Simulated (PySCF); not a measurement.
SMILES C[Te]S, PBE0/def2-SVP optimised geometry. Atoms within 1.6 Å of the plane z = 0.6 Å (x, y, z in Å): Te1 (-0.53, -1.29, 0.00), C2 (-0.80, 0.85, 0.00), H3 (-1.88, 1.04, -0.12), H4 (-0.25, 1.29, -0.84), H5 (-0.46, 1.28, 0.95), S6 (1.88, -1.29, 0.00), H7 (2.06, -1.26, 1.34).

Level of theory: PBE0/def2-TZVP, def2 effective core potentials past Kr (PySCF). The core electrons that the potentials of Te replace are not part of the density.

Map of the LUMO amplitude (bohr^(-3/2)) on the plane z = 0.6 Å; orbital energy -1.57 eV, overall sign arbitrary:

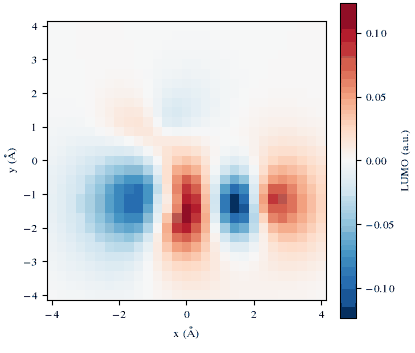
Fig. 1. LUMO amplitude (bohr^(-3/2)) on the plane z = 0.6 Å.
